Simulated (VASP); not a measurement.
Band structure of Ge2Mo (space group I4/mmm). Method: LDA (Ceperley-Alder, Perdew-Zunger) with spin-orbit coupling, VASP's LDA PAW potentials (set 64) (plane waves; VASP).

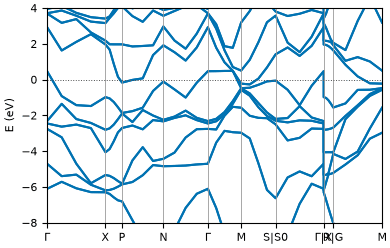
Figure: Bands along high-symmetry lines, zero at the valence-band maximum or, without a gap, the Fermi level

Problem. Read the plot: is there a gap, and where are the band edges?

Solution. It has no gap at this level: it comes out as a metal or semimetal.

The structure comes from a computed database's Ge2Mo entry (I4/mmm); how it stands against other phases isn't given here. It was relaxed first.
